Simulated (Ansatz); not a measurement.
The starting structures come from a database of crystals and need not be the phases stable at ambient conditions.

 Where the default PAW files enter, the runs use the earlier of Ansatz's two default sets.

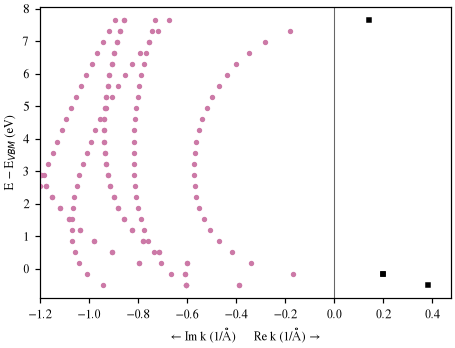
Complex bands at the centre of the two-dimensional zone; r2SCAN (Ansatz, a program for electronic structure)

The gap is the functional's own, uncorrected, and κ follows it; spin-orbit coupling is left out. Mid-gap values are interpolated between the computed energies.

Question: This is K$_{2}$MgF$_{4}$ (I4/mmm, not sure to be the ambient phase, 7 atoms a cell, 14.6 Å³ an atom) along the normal of (001). Read off the slowest decay at the centre of the two-dimensional zone at 3.91 eV, the computed energy nearest the middle of the gap.

Answer: κ ≈ 0.56 1/Å, a decay length 1/(2κ) of the density of 0.89 Å.
